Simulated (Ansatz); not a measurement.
# Calculations on AlSiH₇O

**1. Relaxation**

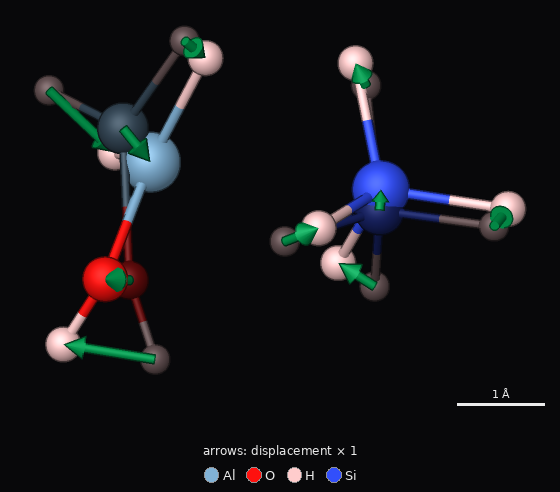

This is a relaxation of AlSiH₇O. The starting structure is drawn faded, the final one solid; green arrows show the displacements, at their true length. The two geometries are superimposed by the best rigid fit.

Style: ball-and-stick. Shown at a tilt.

The run prepares an end point of a later path (reaction) calculation, from a guessed geometry.

Computed with RKS PBE-D4/def2-SVP in Ansatz. Settings: no spin polarisation; force threshold 0.03 eV/Å; at most 50 steps.

> Which element moves most?

Hydrogen: up to 1.11 Å, against 0.55 Å for oxygen.

> What did the optimiser do to the structure, and how much energy did it gain?

The atom that moves furthest after the best rigid fit is an H atom (1.11 Å). By element the largest moves are H 1.11 Å, O 0.55 Å, Al 0.51 Å, Si 0.24 Å. Near-neighbour distances that change, for instance: Al–Si 3.616 → 3.202 Å, Al–H 2.465 → 2.138 Å, H–Si 1.460 → 1.523 Å, Al–O 1.792 → 1.729 Å. Among the angles between lasting bonds that change: Al–O–H 161.0° → 122.4°, H–Si–H 109.7° → 106.2°, O–Al–H 117.6° → 120.5°. After 19 accepted moves (21 points after the start) the energy has fallen by 0.447 eV. Largest force component: 1.9 eV/Å at the start, 0.028 eV/Å at the end. The line search rejected the trial steps at points 13, 16 of the run. Cost: 32 s on 2 threads of Intel(R) Xeon(R) Platinum 8259CL CPU @ 2.50GHz (Skylake/Cascade Lake), with other jobs on the host, peak memory 0.14 GiB.

Limits of the set-up: the start holds two separate molecules, 2.3 Å apart at their closest, whose relative position is a soft coordinate.

**2. Relaxation**

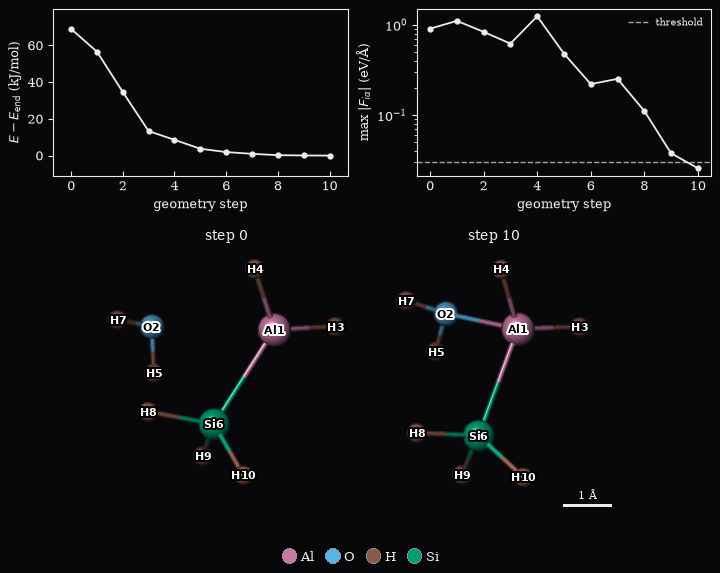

First and last geometry of a relaxation of AlSiH$_{7}$O, with the history of the run. The picture is a ball-and-stick view, seen at a tilt.

The run prepares an end point of a later path (reaction) calculation, from a guessed geometry.

Computed with Ansatz 0.2.0, RKS PBE-D4/def2-SVP. (no spin polarisation; force threshold 0.03 eV/Å; at most 50 steps)

> Did the run converge, and what did it change?

It converged. The largest move after the best rigid fit is that of O2, 0.66 Å. Largest moves by element: O 0.66 Å, H 0.61 Å, Al 0.56 Å, Si 0.29 Å. Near-neighbour distances that change, for instance: Al1–O2 3.154 → 2.063 Å, Al1–Si6 2.354 → 2.475 Å, Si6–H9 1.517 → 1.522 Å. New bonds form, among them: Al1–O2 (3.15 → 2.06 Å). Among the angles between lasting bonds that change: H3–Al1–Si6 121.7° → 117.1°, H5–O2–H7 102.8° → 105.9°. After 10 geometry steps the energy has fallen by 68.9 kJ/mol. Largest force component: 0.91 eV/Å at the start, 0.026 eV/Å at the end.

**3. Path**

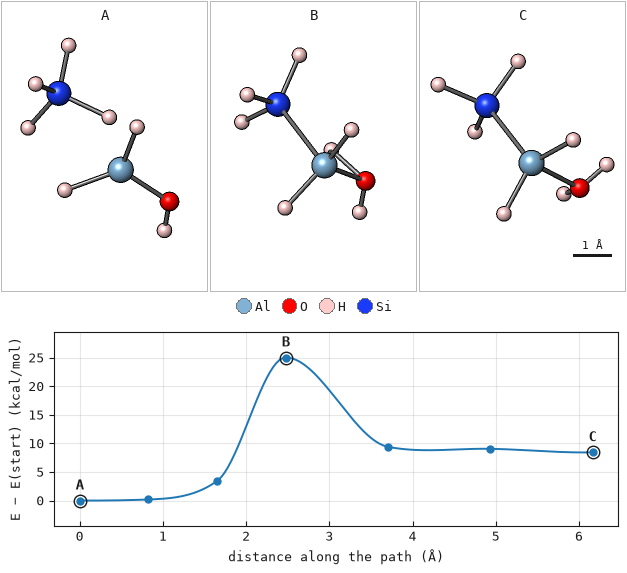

A search for the minimum-energy path of AlSiH$_{7}$O by the nudged elastic band. Images are numbered from 0 (start) to 6 (end). Frames A to C are images 0, 3, 6. The picture is a ball-and-stick view, seen from a free direction.

Level of theory: RKS PBE-D4/def2-SVP in Ansatz. Set-up: 5 movable images; climbing image; force threshold 0.03 eV/Å; iteration limit 60; starting path through a guess of the saddle point.

**What happens along the path, and what is the barrier?**

Breaking: H–Si (1.52 → 3.26 Å). Forming: Al–Si (3.20 → 2.47 Å), H–O (2.91 → 0.98 Å). The highest point, image 3, lies 25.0 kcal/mol above the start and 16.6 kcal/mol above the end; the end is at +8.4 kcal/mol relative to the start. The band converged in 18 iterations. The largest component of the band force went from 11 to 0.02 eV/Å. The climbing image converged on the top of the path. Its vibrational analysis gives one imaginary mode (1085i cm⁻¹), as a transition state must have.
